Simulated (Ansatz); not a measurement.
## C$_{2}$H$_{10}$ClNSi$_{2}$: single-point calculation

C$_{2}$H$_{10}$ClNSi$_{2}$, SMILES CN(C)[SiH]([SiH3])Cl, computed with RKS PBE-QIDH (frozen core)/def2-TZVPP (Ansatz 0.2.0).

The geometry comes from this level: PBE0-D4/def2-TZVP.

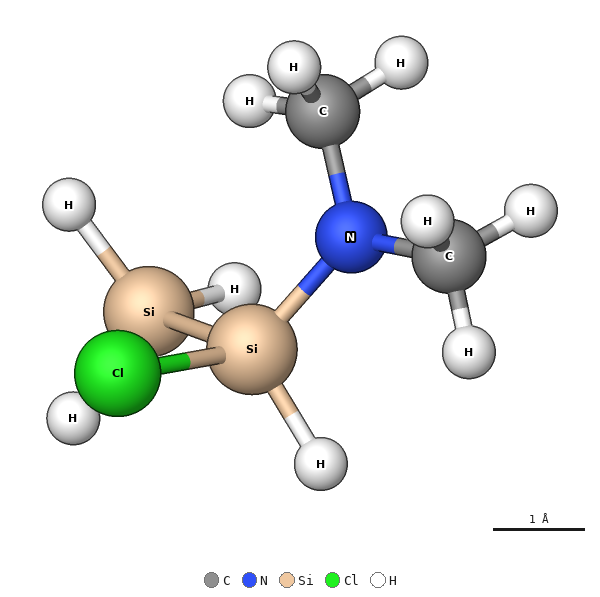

The structure as given in the input (ball-and-stick view, seen at a tilt). Bond lengths as drawn: Cl–Si 2.09 Å, C–H 1.09 to 1.10 Å, C–N 1.44 to 1.45 Å, H–Si 1.48 to 1.49 Å, N–Si 1.70 Å and Si–Si 2.34 Å.

**The input**
```yaml
crystal:
  periodic: [false, false, false]
  atoms:
    - {symbol: C, position_ang: [-0.235076, 0.351061, -1.547249]}
    - {symbol: N, position_ang: [0.063559, -0.596692, -0.499137]}
    - {symbol: C, position_ang: [0.438506, -1.901370, -0.996715]}
    - {symbol: Si, position_ang: [0.470899, -0.106486, 1.080604]}
    - {symbol: Si, position_ang: [-0.845291, 1.688991, 1.795230]}
    - {symbol: Cl, position_ang: [2.446311, 0.543940, 1.283687]}
    - {symbol: H, position_ang: [0.627171, 0.524540, -2.205393]}
    - {symbol: H, position_ang: [-1.063096, -0.012322, -2.167214]}
    - {symbol: H, position_ang: [-0.530490, 1.314858, -1.127020]}
    - {symbol: H, position_ang: [0.623923, -2.587122, -0.168113]}
    - {symbol: H, position_ang: [-0.367867, -2.321612, -1.609340]}
    - {symbol: H, position_ang: [1.345451, -1.861968, -1.615407]}
    - {symbol: H, position_ang: [0.377285, -1.308482, 1.944637]}
    - {symbol: H, position_ang: [-2.294235, 1.374055, 1.666305]}
    - {symbol: H, position_ang: [-0.545816, 2.902769, 0.988451]}
    - {symbol: H, position_ang: [-0.534232, 1.973239, 3.220875]}
basis:
  gaussian: {orbitals: def2-TZVPP}
hamiltonian: {xc: {name: PBE-QIDH}}
```

Run on 8 CPU threads, shared host.

**Log**
```
Functional definition: PBE-QIDH
  name "PBE-QIDH"
  cite "Brémond, Sancho-García, Pérez-Jiménez & Adamo, J. Chem. Phys. 141, 031101 (2014) doi:10.1063/1.4890314"
  cite "Perdew, Burke & Ernzerhof, Phys. Rev. Lett. 77, 3865 (1996) doi:10.1103/PhysRevLett.77.3865"
  parameter a = 3^(-1/3)
  parameter c = 1/3
  exchange = (1 - a)*pbe_x + a*exact_x
  correlation = (1 - c)*pbe_c + c*(mp2_os + mp2_ss)
2071 factors; integrals over basis functions are off by at most 8.9e-4 eV
mean field evaluation 1: about -31971.8658 eV, gradient 4.2e1 eV
mean field evaluation 2: about -31972.1367 eV, gradient 4.2e1 eV
mean field evaluation 4: about -31976.2334 eV, gradient 5.4e0 eV
mean field evaluation 8: about -31976.3056 eV, gradient 3.1e-1 eV
mean field evaluation 16: about -31976.3059 eV, gradient 1.1e-4 eV
mean field -31976.30586529 eV, -1175.1075662309 hartree, gradient 8.7e-6 eV, S^2 0.000000; 0 other end points of the search recorded, 0 dependent functions left out
18 core orbitals not correlated: weight in the atoms' cores, before any rotation towards them, 1.000 or more for the frozen orbitals, at most 0.000 for the correlated occupied ones
reference -31976.30588249 eV, -1175.1075668631 hartree; 19, 19 occupied and 322, 322 virtual orbitals, 2071 factors
second order -30.85929767 eV of doubles, -0.00000000 eV of singles
Total energy: -31986.59231505 eV, -1175.4855862871 hartree
```

**Summary**

- outcome: converged
- total energy: −31986.5923 eV
- mean-field energy: −31976.3059 eV
- SCF solution under orbital rotations: stable
- wall time: 16 s (CPU time 1.8 min)
- peak memory: 1.4 GiB
